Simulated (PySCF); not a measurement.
Molecule: C₄H₉Cl₂Ga, SMILES C[C](C)(C)[Ga]([Cl])[Cl], singlet.

```xyz
16

Ga     0.9384     1.6448    -0.0415
Cl     3.0579     1.8879     0.2211
Cl    -0.1401     3.4830    -0.3376
C     -0.0202    -0.0860    -0.0009
C     -0.8031    -0.1287     1.3139
C      0.9781    -1.2368    -0.0774
C     -0.9817    -0.1087    -1.1895
H     -1.3957    -1.0607     1.3652
H     -0.1406    -0.1167     2.1946
H     -1.5081     0.7131     1.4049
H      1.6929    -1.2233     0.7597
H      1.5613    -1.2184    -1.0112
H      0.4409    -2.2021    -0.0422
H     -0.4501    -0.0885    -2.1544
H     -1.6802     0.7424    -1.1718
H     -1.5840    -1.0352    -1.1665
```

Vertical TDDFT excitations, ωB97X-D/def2-SVPD, PySCF, at a PBE0-D3(BJ)/def2-SVP geometry (no frequency check), gas phase.

**What does its absorption spectrum look like?**

The lowest singlet lies at 5.59 eV (222 nm, f = 0.008); the brightest of the first 15 is S2 at 6.30 eV (197 nm), f = 0.275, mainly HOMO → LUMO+1 (85 %). No singlet lies below 3.1 eV (beyond 400 nm), so at this level no vertical transition falls in the visible.


```tsv
state	E (eV)	λ (nm)	f	main character
S1	5.59	222	0.008	HOMO → LUMO (90 %)
S2	6.30	197	0.275	HOMO → LUMO+1 (85 %)
S3	6.53	190	0.000	HOMO−1 → LUMO (93 %)
S4	6.80	182	0.009	HOMO−1 → LUMO+1 (71 %)
S5	6.97	178	0.003	HOMO−2 → LUMO+1 (71 %)
S6	7.10	175	0.057	HOMO−2 → LUMO (56 %)
S7	7.20	172	0.001	HOMO−3 → LUMO (88 %)
S8	7.43	167	0.009	HOMO−3 → LUMO+1 (75 %)
S9	7.48	166	0.056	HOMO−4 → LUMO+1 (63 %)
S10	7.58	164	0.069	HOMO−4 → LUMO (60 %)
S11	7.90	157	0.000	HOMO−5 → LUMO (34 %)
S12	7.95	156	0.187	HOMO → LUMO+2 (80 %)
S13	7.99	155	0.005	HOMO−5 → LUMO (45 %)
S14	8.09	153	0.000	HOMO−7 → LUMO (57 %)
S15	8.23	151	0.017	HOMO−6 → LUMO+1 (43 %)
```

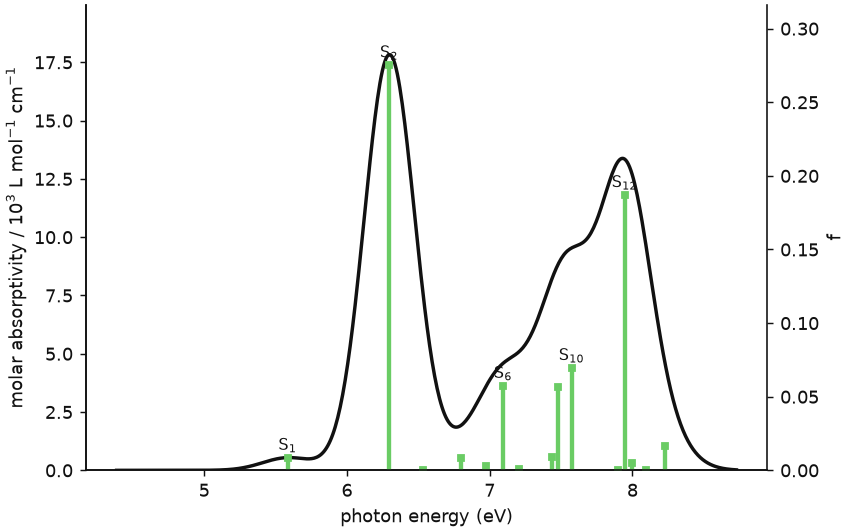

The lowest 15 singlet states are shown; each is broadened by a Gaussian of 1/e half-width 0.25 eV. Sticks give oscillator strengths (right axis).

Note: core orbitals are frozen in the response.
